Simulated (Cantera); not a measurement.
A closed system holds: 1 mol CCl4, 0.96 mol HCl, held at 0.133 bar.

Equilibrium computed with Cantera from the NASA thermochemical tables; the gas is ideal and each condensed phase is pure. Candidate condensed phases: C, C6H6, C7H8, C8H18; 91 gas species. The tables' values for CCl are old estimates; treat these amounts as uncertain. Kinetics and transport are ignored.

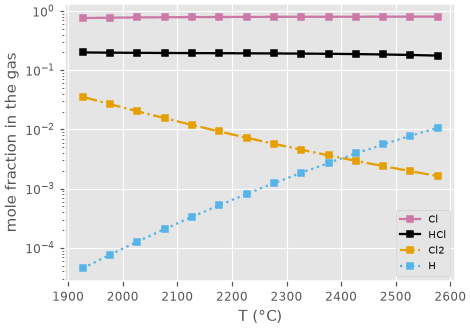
Figure. Equilibrium gas composition (values under 1e-9 drawn at 1e-9)

Question: Read off the mole fractions at 2577 °C.

Answer: Cl about 0.81, HCl about 0.18, H about 0.011, Cl2 about 0.0016.
